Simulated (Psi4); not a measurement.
**BHF2 (SMILES FBF): HSE06/def2-TZVPP**

What is the vertical ionisation energy of BHF2 at HSE06/def2-TZVPP? Input form: a Python script.

The calculation is run with Psi4 1.11.

1 further run of the same task is left out (set aside as unsound or not needed).

**1. The structure to begin with**

BHF2 has 4 atoms, charge 0, and is taken as a singlet. SMILES: `FBF`. The coordinates come from a PBE0-D4/def2-TZVP relaxation.

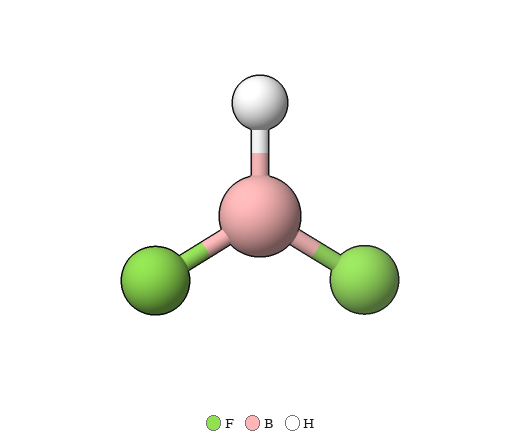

Viewed from a chosen angle; fluorine green, boron pink, hydrogen white.

**2. The energy at HSE06/def2-TZVPP**

Input file run.py:

```python
import psi4

psi4.set_memory(1600000000)
psi4.set_num_threads(1)
psi4.core.set_output_file('output.dat', False)

molecule = psi4.geometry("""
F      2.18131087     0.86341587    -0.68389188
B     -0.00359048    -0.05858151     0.04762110
F     -2.07000600     0.99909820    -0.82940080
H     -0.10771439    -1.80393256     1.46567158
units au
symmetry c1
no_reorient
no_com
""")

psi4.set_options({
    'puream': True,
    'e_convergence': 1e-09,
    'd_convergence': 1e-08,
    'scf_type': 'pk',
    'dft_radial_points': 99,
    'dft_spherical_points': 590,
})

result, w = psi4.energy("hse06/def2-TZVPP", return_wfn=True)
psi4.oeprop(w, "MAYER_INDICES", "WIBERG_LOWDIN_INDICES", "LOWDIN_CHARGES", title="HSE06")
print(f'hse06/def2-TZVPP energy: {result:.10f} Eh')
for k, v in sorted(psi4.core.scalar_variables().items()):
    print(f'{k:45s} {v:18.10f}')
```

Run with:

```
python run.py
```

output.dat:

```text
[...]
  Running in c1 symmetry.
[...]
  Nuclear repulsion =   61.888554693034997
[...]
  Multiplicity = 1
[...]
  Nalpha       = 12
  Nbeta        = 12
[...]
    Number of basis functions: 107
[...]
   @RKS iter   1:  -225.07285698527468   -5.01944e-01   4.49629e-03 ADIIS/DIIS
[...]
   @RKS iter  10:  -225.14258675953477   -7.38964e-13   4.87747e-10 DIIS
[...]
    Orbital Energies [Eh]
    ---------------------
    Doubly Occupied:
       1A    -24.782564     2A    -24.782528     3A     -6.877483
       4A     -1.266840     5A     -1.237810     6A     -0.597842
       7A     -0.547772     8A     -0.525017     9A     -0.504996
      10A     -0.452211    11A     -0.436426    12A     -0.384236
[...]
  @RKS Final Energy:  -225.14258675953477
   => Energetics <=
    Nuclear Repulsion Energy =             61.8885546930349975
    One-Electron Energy =                -435.2594424671950151
    Two-Electron Energy =                 167.7155578651613155
    DFT Exchange-Correlation Energy =     -19.4872568505360704
    Empirical Dispersion Energy =           0.0000000000000000
    VV10 Nonlocal Energy =                  0.0000000000000000
    Total Energy =                       -225.1425867595347654
[...]
 Multipole Moments:
 ------------------------------------------------------------------------------------
     Multipole            Electronic (a.u.)      Nuclear  (a.u.)        Total (a.u.)
 ------------------------------------------------------------------------------------
 L = 1.  Multiply by 2.5417464519 to convert [e a0] to [Debye]
 Dipole X            :         -0.8926426            0.8760770           -0.0165656
 Dipole Y            :        -14.9393784           14.6657865           -0.2735919
 Dipole Z            :         12.1381695          -11.9158570            0.2223124
 Magnitude           :                                                    0.3529161
[...]
```

Standard output:

```text
hse06/def2-TZVPP energy: -225.1425867595 Eh
CURRENT ENERGY                                   -225.1425867595
CURRENT REFERENCE ENERGY                         -225.1425867595
DD SOLVATION ENERGY                                 0.0000000000
DFT FUNCTIONAL TOTAL ENERGY                      -225.1425867595
DFT TOTAL ENERGY                                 -225.1425867595
DFT VV10 ENERGY                                     0.0000000000
DFT XC ENERGY                                     -19.4872568505
GRID ELECTRONS ALPHA                               12.0000001210
GRID ELECTRONS BETA                                12.0000001210
GRID ELECTRONS TOTAL                               24.0000002420
NUCLEAR REPULSION ENERGY                           61.8885546930
ONE-ELECTRON ENERGY                              -435.2594424672
PCM POLARIZATION ENERGY                             0.0000000000
PE ENERGY                                           0.0000000000
SCF ITERATION ENERGY                             -225.1425867595
SCF ITERATIONS                                     10.0000000000
SCF TOTAL ENERGY                                 -225.1425867595
TWO-ELECTRON ENERGY                               167.7155578652
XC GRID RADIAL POINTS                              99.0000000000
XC GRID SPHERICAL POINTS                          590.0000000000
XC GRID TOTAL POINTS                           226789.0000000000
```

Wall time 16 s (1 thread of Intel Xeon 6975P-C (Granite Rapids), shared host); peak memory 0.7 GiB.

**3. The doublet cation at the same level**

Input file calc.py:

```python
import psi4

psi4.set_memory('1600 MB')
psi4.set_num_threads(1)
psi4.set_output_file('psi4.out', False)

m = psi4.geometry("""
1 2
F      2.18131087     0.86341587    -0.68389188
B     -0.00359048    -0.05858151     0.04762110
F     -2.07000600     0.99909820    -0.82940080
H     -0.10771439    -1.80393256     1.46567158
units bohr
symmetry c1
""")

psi4.set_options({
    'reference': 'uks',
    'puream': True,
    'e_convergence': 1e-09,
    'd_convergence': 1e-08,
    'scf_type': 'pk',
    'dft_radial_points': 99,
    'dft_spherical_points': 590,
    'maxiter': 100,
})

e_tot, wfn = psi4.energy("hse06/def2-TZVPP", molecule=m, return_wfn=True)
psi4.oeprop(wfn, "QUADRUPOLE", "MULLIKEN_CHARGES", "LOWDIN_CHARGES", title="HSE06")
print(f'total energy {e_tot:.8f} hartree = {e_tot * 27.211386:.5f} eV')
```

Run with:

```
python calc.py
```

psi4.out, cut to the lines that bear on the results:

```text
[...]
  Running in c1 symmetry.
[...]
  Nuclear repulsion =   61.888554693034997
[...]
  Multiplicity = 2
[...]
  Nalpha       = 12
  Nbeta        = 11
[...]
    Number of basis functions: 107
[...]
   @UKS iter   1:  -224.59820722747813   -2.72944e-02   2.91390e-03 ADIIS/DIIS
[...]
   @UKS iter  11:  -224.62830335357674   -8.12861e-12   6.80974e-09 DIIS
[...]
   @S^2 Observed:                7.561371958E-01
[...]
  @UKS Final Energy:  -224.62830335357674
   => Energetics <=
    Nuclear Repulsion Energy =             61.8885546930349975
    One-Electron Energy =                -427.0820112102850317
    Two-Electron Energy =                 159.7217328234873435
    DFT Exchange-Correlation Energy =     -19.1565796598140636
    Empirical Dispersion Energy =           0.0000000000000000
    VV10 Nonlocal Energy =                  0.0000000000000000
    Total Energy =                       -224.6283033535767402
[...]
 Multipole Moments:
 ------------------------------------------------------------------------------------
     Multipole            Electronic (a.u.)      Nuclear  (a.u.)        Total (a.u.)
 ------------------------------------------------------------------------------------
 L = 1.  Multiply by 2.5417464519 to convert [e a0] to [Debye]
 Dipole X            :         -0.0011389           -0.0675938           -0.0687327
 Dipole Y            :         -0.0187342           -1.1322755           -1.1510097
 Dipole Z            :          0.0152590            0.9199550            0.9352140
 Magnitude           :                                                    1.4846457
 L = 2.  Multiply by 1.3450342976 to convert [e a0^2] to [Debye ang]
 Quadrupole XX       :        -91.0927496           81.3672552           -9.7254944
 Quadrupole XY       :          2.1442788           -1.9996458            0.1446330
[...]
  Mulliken Charges: (a.u.)
   Center  Symbol    Alpha    Beta     Spin     Total
       1     F     4.60390  4.34906  0.25484  0.04704
       2     B     2.22271  2.13250  0.09021  0.64480
       3     F     4.60380  4.34916  0.25463  0.04704
       4     H     0.56960  0.16928  0.40031  0.26112
   Total alpha = 12.00000, Total beta = 11.00000, Total charge =  1.00000
  Lowdin Charges: (a.u.)
   Center  Symbol    Alpha    Beta     Spin     Total
       1     F     4.33926  4.10539  0.23387  0.55535
       2     B     2.78789  2.55421  0.23369 -0.34210
[...]
```

Standard output:

```text
total energy -224.62830335 hartree = -6112.44747 eV
```

It took 21 s on 1 thread of Intel Xeon 6975P-C (Granite Rapids), shared host; peak memory 0.71 GiB.

**4. Results**

At HSE06/def2-TZVPP:

| quantity | value |
| --- | --- |
| singlet BHF2: total energy | -225.14259 Eh |
| singlet BHF2: dipole moment | 0.90 D |
| singlet BHF2: HOMO energy | -10.46 eV |
| singlet BHF2: LUMO energy | -0.70 eV |
| singlet BHF2: HOMO–LUMO gap | 9.75 eV |
| doublet cation: total energy | -224.62830 Eh |
| doublet cation: HOMO energy (highest over α and β) | -19.98 eV |
| doublet cation: LUMO energy (lowest over α and β) | -17.47 eV |
| doublet cation: ⟨S²⟩ | 0.756 |
| vertical ionisation energy (to the doublet cation) | 13.994 eV |

In words: Removing an electron at fixed nuclei costs 13.99 eV (323 kcal/mol). The negative HOMO energy of the first species, 10.46 eV, lies 3.54 eV below that difference. Mulliken charges (doublet cation) run from +0.05 on F1 to +0.64 on B2; they depend strongly on the basis.
